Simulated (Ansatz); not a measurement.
**C3H9NSi: rotation by 120° about the Si2–C4 bond**

Aim: the minimum-energy path and barrier of the rotation by 120° about the Si2–C4 bond. The ends are relaxed first, then joined by a nudged elastic band. SMILES of the start: C[SiH](C)C=N.

All numbers below are computed with Ansatz 0.2.0 (RKS PBE0-D4/def2-SVP).

### 1 Starting point

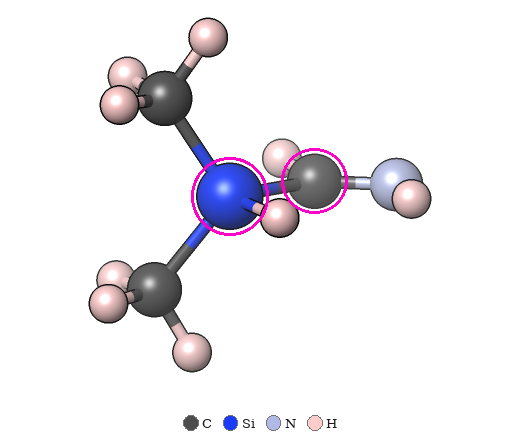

Start, viewed from a chosen angle; carbon dark grey, silicon blue, nitrogen light blue, hydrogen pink. Ringed: Si2, C4.

Structure file:

```xyz
14

C    -1.3619    0.9812    0.5170
Si    0.2142    0.1941    0.1517
C     0.3254   -1.3954    1.0890
C     0.5067   -0.0909   -1.6967
N     1.3887    0.4164   -2.4043
H    -1.4856    1.9962   -0.0263
H    -1.4967    1.2274    1.5791
H    -2.2089    0.4138    0.1816
H     1.3086    1.1209    0.6564
H     0.2634   -1.2189    2.2018
H     1.3170   -1.8729    0.9467
H    -0.4050   -2.0933    0.8212
H    -0.3539   -0.7332   -2.1949
H     1.9751    1.0254   -1.7935
```

### 2 End point A

File input.yaml:

```yaml
crystal:
  periodic: [false, false, false]
  atoms:
    - { symbol: C, position_ang: [-1.3619, 0.9812, 0.517] }
    - { symbol: Si, position_ang: [0.2142, 0.1941, 0.1517] }
    - { symbol: C, position_ang: [0.3254, -1.3954, 1.089] }
    - { symbol: C, position_ang: [0.5067, -0.0909, -1.6967] }
    - { symbol: "N", position_ang: [1.3887, 0.4164, -2.4043] }
    - { symbol: H, position_ang: [-1.4856, 1.9962, -0.0263] }
    - { symbol: H, position_ang: [-1.4967, 1.2274, 1.5791] }
    - { symbol: H, position_ang: [-2.2089, 0.4138, 0.1816] }
    - { symbol: H, position_ang: [1.3086, 1.1209, 0.6564] }
    - { symbol: H, position_ang: [0.2634, -1.2189, 2.2018] }
    - { symbol: H, position_ang: [1.317, -1.8729, 0.9467] }
    - { symbol: H, position_ang: [-0.405, -2.0933, 0.8212] }
    - { symbol: H, position_ang: [-0.3539, -0.7332, -2.1949] }
    - { symbol: H, position_ang: [1.9751, 1.0254, -1.7935] }
basis:
  gaussian: { orbitals: def2-SVP }
hamiltonian:
  xc: pbe0
  dispersion: d4
relax:
  f_tol: 0.015
  max_steps: 40
```

Launch:

```console
ansatz run input.yaml --threads 2 --pin off --max-ram 3072MiB --backend cpu --events-out ev --progress --plain --runs-dir out
```

What it wrote, shortened:

```text
Warning: RAYON_NUM_THREADS=2 ignored (pool sized by the plan → 2); use --threads N
[...]
Functional definition: PBE0
[...]
1321 factors; integrals over basis functions are off by at most 4.4e-4 eV
[...]
mean field -12609.80004868 eV, -463.4016045594 hartree, gradient 6.4e-5 eV, S^2 0.000000; 0 other end points of the search recorded, 0 dependent functions left out
[...]
reference -12609.80007749 eV, -463.4016056183 hartree; 24, 24 occupied and 95, 95 virtual orbitals, 1321 factors
relax step   1: F+E_penalty+E_count = -12610.04018062 eV  Δ(F+E_penalty+E_count) = +0.000e0 eV  max|allowed force component| = 3.574e0 eV/Å  Δτ_max = 0.0000 Å  (25 SCF iters, accepted)
[...]
relax step   7: F+E_penalty+E_count = -12610.46227205 eV  Δ(F+E_penalty+E_count) = -2.969e-4 eV  max|allowed force component| = 3.420e-2 eV/Å  Δτ_max = 0.0129 Å  (23 SCF iters, accepted)
[...]
relax step   8: F+E_penalty+E_count = -12610.46234187 eV  Δ(F+E_penalty+E_count) = -6.983e-5 eV  max|allowed force component| = 6.281e-3 eV/Å  Δτ_max = 0.0056 Å  (24 SCF iters, accepted)
1321 factors; integrals over basis functions are off by at most 3.9e-4 eV
[...]
mean field -12610.22482665 eV, -463.4172148621 hartree, gradient 1.0e-5 eV, S^2 0.000000; 1 other end points of the search recorded, 0 dependent functions left out
[...]
reference -12610.22485599 eV, -463.4172159404 hartree; 24, 24 occupied and 95, 95 virtual orbitals, 1321 factors
Total energy: -12610.46237122 eV, -463.4259444638 hartree
Atom 0 at    -1.420404     1.044354     0.520031 Å, force    -0.000467     0.002104     0.001117 eV/Å
Atom 1 at     0.239697     0.223500     0.200576 Å, force    -0.002963    -0.002036     0.001037 eV/Å
Atom 2 at     0.365287    -1.410759     1.120050 Å, force     0.000806    -0.000208     0.002030 eV/Å
Atom 3 at     0.463104    -0.070865    -1.665305 Å, force    -0.002040    -0.001369     0.000626 eV/Å
Atom 4 at     1.380717     0.400686    -2.413275 Å, force     0.005257     0.002504    -0.006281 eV/Å
Atom 5 at    -1.496334     2.007099    -0.008056 Å, force    -0.000192     0.000476     0.000491 eV/Å
Atom 6 at    -1.567187     1.232086     1.595370 Å, force     0.001153    -0.000024    -0.000454 eV/Å
Atom 7 at    -2.245411     0.401115     0.174749 Å, force     0.000061    -0.001212     0.000205 eV/Å
Atom 8 at     1.361142     1.136710     0.602636 Å, force    -0.000252    -0.000390     0.000686 eV/Å
Atom 9 at     0.249080    -1.262514     2.205260 Å, force     0.000174     0.000456    -0.000681 eV/Å
Atom 10 at     1.339106    -1.892481     0.943642 Å, force     0.000477    -0.000162     0.000513 eV/Å
Atom 11 at    -0.422797    -2.105487     0.788586 Å, force    -0.001129     0.000339    -0.000067 eV/Å
Atom 12 at    -0.277711    -0.722951    -2.174037 Å, force    -0.000256    -0.000861    -0.000243 eV/Å
Atom 13 at     2.018812     0.990307    -1.861428 Å, force    -0.000628     0.000384     0.001021 eV/Å
Dipole moment:    -0.219028    -0.040808     0.479735 e Å
```

Wall time 22 s (2 threads of INTEL XEON PLATINUM 8581C at 2.10GHz (Emerald Rapids), shared host); peak memory 0.3 GiB.

Step by step:

| step | energy from step 1 (eV) | largest force component (eV/Å) |
| --- | --- | --- |
| 1 | 0.0000 | 3.5735 |
| 2 | -0.2831 | 1.4429 |
| 3 | -0.3828 | 0.5099 |
| 4 | -0.4138 | 0.3330 |
| 5 | -0.4208 | 0.1080 |
| 6 | -0.4218 | 0.0485 |
| 7 | -0.4221 | 0.0342 |
| 8 | -0.4222 | 0.0063 |

Step 1 is the start.

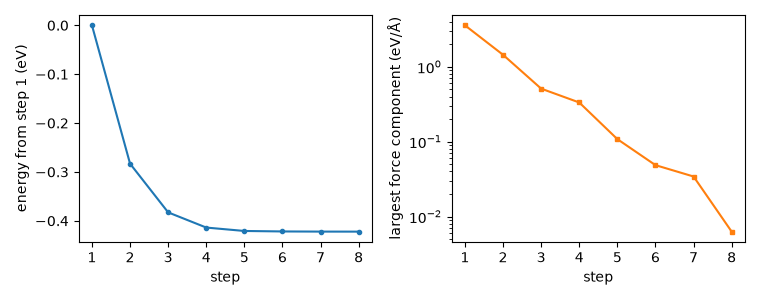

Energy and largest force along the relaxation.

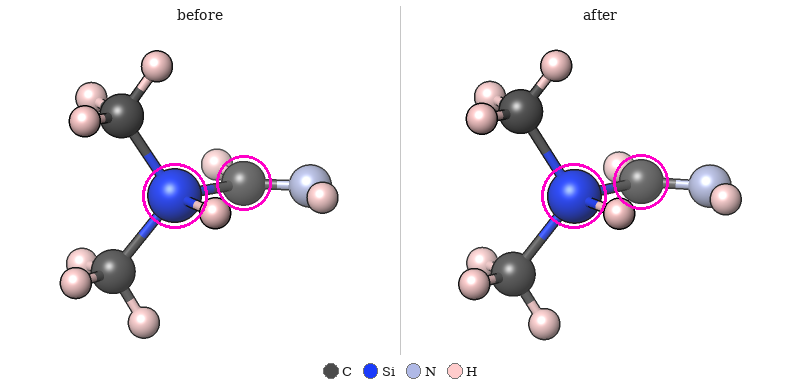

The structure before (left) and after (right), drawn at the same scale.

After: Bond lengths: C1–Si2 1.879 Å, Si2–C3 1.879 Å, Si2–C4 1.902 Å, C4–N5 1.274 Å, C1–H6 1.101 Å, C1–H7 1.101 Å, C1–H8 1.102 Å, Si2–H9 1.501 Å, C3–H10 1.101 Å, C3–H11 1.101 Å, C3–H12 1.102 Å, C4–H13 1.110 Å, N5–H14 1.029 Å. Angles (14 of 22 angles, heavy atoms first): C1–Si2–C3 110.8°, C1–Si2–C4 109.8°, C3–Si2–C4 109.7°, Si2–C4–N5 127.1°, C1–Si2–H9 110.4°, C3–Si2–H9 110.4°, C4–Si2–H9 105.6°, Si2–C1–H6 111.2°, Si2–C1–H7 111.0°, Si2–C1–H8 110.7°, Si2–C3–H10 111.0°, Si2–C3–H11 111.2°, Si2–C3–H12 110.7°, Si2–C4–H13 117.5°.

### 3 End point B

The second end starts from a geometry with the move made by hand.

input.yaml, as its differences from that of step 2:

```diff
@@ -7,3 +7,3 @@
     - { symbol: C, position_ang: [0.5067, -0.0909, -1.6967] }
-    - { symbol: "N", position_ang: [1.3887, 0.4164, -2.4043] }
+    - { symbol: "N", position_ang: [-0.28152, 0.13704, -2.62553] }
     - { symbol: H, position_ang: [-1.4856, 1.9962, -0.0263] }
@@ -15,4 +15,4 @@
     - { symbol: H, position_ang: [-0.405, -2.0933, 0.8212] }
-    - { symbol: H, position_ang: [-0.3539, -0.7332, -2.1949] }
-    - { symbol: H, position_ang: [1.9751, 1.0254, -1.7935] }
+    - { symbol: H, position_ang: [1.51954, -0.66584, -1.90882] }
+    - { symbol: H, position_ang: [-1.14856, 0.54509, -2.21375] }
 basis:
```

Launch:

```console
ansatz run input.yaml --threads 2 --pin off --max-ram 3072MiB --backend cpu --events-out ev --progress --plain --runs-dir out
```

What it wrote, shortened:

```text
Warning: RAYON_NUM_THREADS=2 ignored (pool sized by the plan → 2); use --threads N
[...]
[... 1 set-up line as earlier in the session ...]
[...]
1323 factors; integrals over basis functions are off by at most 4.4e-4 eV
[...]
mean field -12609.79437512 eV, -463.4013960601 hartree, gradient 3.1e-5 eV, S^2 0.000000; 0 other end points of the search recorded, 0 dependent functions left out
[...]
reference -12609.79440374 eV, -463.4013971119 hartree; 24, 24 occupied and 95, 95 virtual orbitals, 1323 factors
relax step   1: F+E_penalty+E_count = -12610.03993291 eV  Δ(F+E_penalty+E_count) = +0.000e0 eV  max|allowed force component| = 2.963e0 eV/Å  Δτ_max = 0.0000 Å  (25 SCF iters, accepted)
[...]
relax step   3: F+E_penalty+E_count = -12610.29480687 eV  Δ(F+E_penalty+E_count) = +2.884e-2 eV  max|allowed force component| = 1.156e0 eV/Å  Δτ_max = 0.2000 Å  (30 SCF iters, rejected (line search))
[...]
Atom 4 at    -0.318341     0.149659    -2.584229 Å, force     0.005868    -0.004661    -0.005638 eV/Å
Atom 5 at    -1.461137     1.988149    -0.087897 Å, force    -0.000002    -0.000125     0.000501 eV/Å
Atom 6 at    -1.563223     1.259468     1.528503 Å, force     0.000088    -0.000847    -0.000614 eV/Å
Atom 7 at    -2.224983     0.388341     0.127882 Å, force    -0.000150     0.000208    -0.000314 eV/Å
Atom 8 at     1.369606     1.110260     0.669488 Å, force     0.000634    -0.000054    -0.000682 eV/Å
Atom 9 at     0.288966    -1.268098     2.230736 Å, force    -0.000232     0.000186    -0.001057 eV/Å
Atom 10 at     1.351080    -1.917247     0.959251 Å, force    -0.000008    -0.000040     0.000135 eV/Å
Atom 11 at    -0.414411    -2.116115     0.828453 Å, force    -0.000037    -0.000350    -0.000302 eV/Å
Atom 12 at     1.447667    -0.606523    -1.968624 Å, force    -0.001833     0.000680    -0.001479 eV/Å
Atom 13 at    -1.162429     0.597927    -2.203533 Å, force    -0.001234     0.000768     0.004498 eV/Å
Dipole moment:    -0.119297    -0.020537     0.491831 e Å
```

Wall time 24 s (2 threads of INTEL XEON PLATINUM 8581C at 2.10GHz (Emerald Rapids), shared host); peak memory 0.3 GiB.

Relaxation path:

| step | energy from step 1 (eV) | largest force component (eV/Å) |
| --- | --- | --- |
| 1 | 0.0000 | 2.9627 |
| 2 | -0.2837 | 1.4872 |
| 3x | -0.2549 | 1.1564 |
| 4 | -0.4031 | 0.9837 |
| 5 | -0.4298 | 0.0743 |
| 6x | -0.4276 | 0.1438 |
| 7 | -0.4306 | 0.0168 |
| 8 | -0.4307 | 0.0191 |
| 9 | -0.4307 | 0.0059 |

Step 1 is the start. 2 steps were tried and not accepted (marked x).

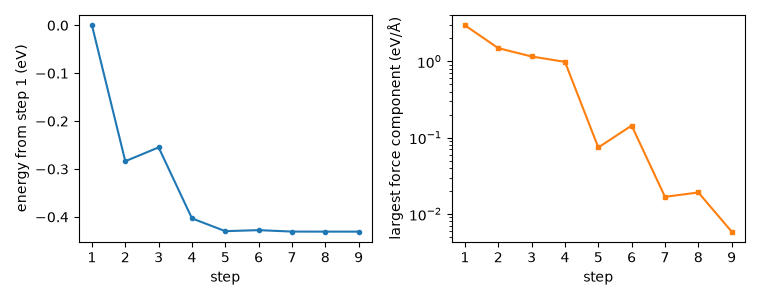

Energy and largest force along the relaxation.

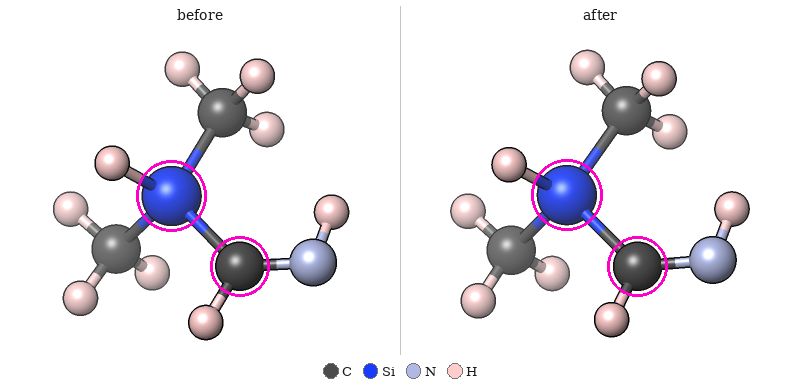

Before and after, at one scale.

After: Bond lengths: C1–Si2 1.879 Å, Si2–C3 1.880 Å, Si2–C4 1.905 Å, C4–N5 1.274 Å, C1–H6 1.101 Å, C1–H7 1.101 Å, C1–H8 1.102 Å, Si2–H9 1.499 Å, C3–H10 1.101 Å, C3–H11 1.101 Å, C3–H12 1.101 Å, C4–H13 1.110 Å, N5–H14 1.029 Å. Angles (14 of 22 angles, heavy atoms first): C1–Si2–C3 112.0°, C1–Si2–C4 108.4°, C3–Si2–C4 109.2°, Si2–C4–N5 127.0°, C1–Si2–H9 110.1°, C3–Si2–H9 109.2°, C4–Si2–H9 108.0°, Si2–C1–H6 111.5°, Si2–C1–H7 110.5°, Si2–C1–H8 111.3°, Si2–C3–H10 111.0°, Si2–C3–H11 111.0°, Si2–C3–H12 110.8°, Si2–C4–H13 117.5°.

### 4 Nudged elastic band

crystal.atoms is end A as relaxed above, and neb.final_atoms is end B, turned to lie on A. With 5 inner images the band has 7 in all.

File input.yaml:

```yaml
crystal:
  periodic: [false, false, false]
  atoms:
    - { symbol: C, position_ang: [-1.420404, 1.044354, 0.520031] }
    - { symbol: Si, position_ang: [0.239697, 0.2235, 0.200576] }
    - { symbol: C, position_ang: [0.365287, -1.410759, 1.12005] }
    - { symbol: C, position_ang: [0.463104, -0.070865, -1.665305] }
    - { symbol: "N", position_ang: [1.380717, 0.400686, -2.413275] }
    - { symbol: H, position_ang: [-1.496334, 2.007099, -0.008056] }
    - { symbol: H, position_ang: [-1.567187, 1.232086, 1.59537] }
    - { symbol: H, position_ang: [-2.245411, 0.401115, 0.174749] }
    - { symbol: H, position_ang: [1.361142, 1.13671, 0.602636] }
    - { symbol: H, position_ang: [0.24908, -1.262514, 2.20526] }
    - { symbol: H, position_ang: [1.339106, -1.892481, 0.943642] }
    - { symbol: H, position_ang: [-0.422797, -2.105487, 0.788586] }
    - { symbol: H, position_ang: [-0.277711, -0.722951, -2.174037] }
    - { symbol: H, position_ang: [2.018812, 0.990307, -1.861428] }
basis:
  gaussian: { orbitals: def2-SVP }
hamiltonian:
  xc: pbe0
  dispersion: d4
neb:
  order_check: false
  images: 5
  f_tol: 0.03
  max_iterations: 60
  initial_path: idpp
  final_atoms:
    - { symbol: C, position_ang: [-1.15366058, 1.16434414, 0.3832996] }
    - { symbol: Si, position_ang: [0.44848326, 0.18366792, 0.33519873] }
    - { symbol: C, position_ang: [0.25857186, -1.51182778, 1.12394646] }
    - { symbol: C, position_ang: [0.96928985, -0.02541877, -1.48494481] }
    - { symbol: "N", position_ang: [0.34680879, 0.39538035, -2.51421726] }
    - { symbol: H, position_ang: [-1.03546741, 2.15510787, -0.08309135] }
    - { symbol: H, position_ang: [-1.47640167, 1.32498455, 1.4237659] }
    - { symbol: H, position_ang: [-1.96505506, 0.63120391, -0.13777629] }
    - { symbol: H, position_ang: [1.53460861, 0.93696958, 1.04308598] }
    - { symbol: H, position_ang: [-0.00489055, -1.42462618, 2.18967777] }
    - { symbol: H, position_ang: [1.19594257, -2.08549084, 1.0550358] }
    - { symbol: H, position_ang: [-0.53202962, -2.09106674, 0.62179671] }
    - { symbol: H, position_ang: [1.90713513, -0.58183154, -1.68959392] }
    - { symbol: H, position_ang: [-0.5062342, 0.89940353, -2.23738432] }
```

Launch:

```console
ansatz run input.yaml --threads 2 --pin off --max-ram 3072MiB --backend cpu --events-out ev --progress --plain --runs-dir out
```

What it wrote, shortened:

```text
Warning: RAYON_NUM_THREADS=2 ignored (pool sized by the plan → 2); use --threads N
[...]
[... 1 set-up line as earlier in the session ...]
[...]
1322 factors; integrals over basis functions are off by at most 3.8e-4 eV
[...]
mean field -12610.22482671 eV, -463.4172148644 hartree, gradient 7.7e-5 eV, S^2 0.000000; 0 other end points of the search recorded, 0 dependent functions left out
[...]
reference -12610.22485607 eV, -463.4172159432 hartree; 24, 24 occupied and 95, 95 virtual orbitals, 1322 factors
1322 factors; integrals over basis functions are off by at most 8.5e-4 eV
[...]
mean field -12610.22678886 eV, -463.4172869719 hartree, gradient 1.1e-5 eV, S^2 0.000000; 0 other end points of the search recorded, 0 dependent functions left out
[...]
reference -12610.22681809 eV, -463.4172880460 hartree; 24, 24 occupied and 95, 95 virtual orbitals, 1322 factors
[...]
Atom 4 at     0.725467     0.665789    -2.533046 Å, force     0.004007     0.003872    -0.021452 eV/Å
Atom 5 at    -0.971914     2.151023    -0.056098 Å, force    -0.001021    -0.001107    -0.001057 eV/Å
Atom 6 at    -1.171357     1.491601     1.584110 Å, force     0.000150    -0.000161     0.001912 eV/Å
Atom 7 at    -2.019190     0.736258     0.207921 Å, force    -0.000944    -0.001671     0.002187 eV/Å
Atom 8 at     1.636213     0.775686     0.689856 Å, force    -0.001107    -0.000978    -0.000792 eV/Å
Atom 9 at     0.108128    -1.401505     2.229158 Å, force    -0.000076     0.001062     0.001049 eV/Å
Atom 10 at     1.055162    -2.214330     0.960524 Å, force    -0.000009     0.000350    -0.000590 eV/Å
Atom 11 at    -0.715027    -2.082672     0.804987 Å, force     0.001311     0.000485    -0.000851 eV/Å
Atom 12 at     0.512014    -1.270227    -2.011021 Å, force    -0.000140     0.004681    -0.001227 eV/Å
Atom 13 at     0.766735     1.603857    -2.111242 Å, force     0.000509     0.007664     0.004049 eV/Å
Dipole moment:    -0.172645    -0.046052     0.479871 e Å
this run last wrote the band of iteration 8 to <dir>
```

Wall time 1.7 min (2 threads of INTEL XEON PLATINUM 8581C at 2.10GHz (Emerald Rapids), shared host); peak memory 0.3 GiB.

(Part 1 of 2 ends here.)
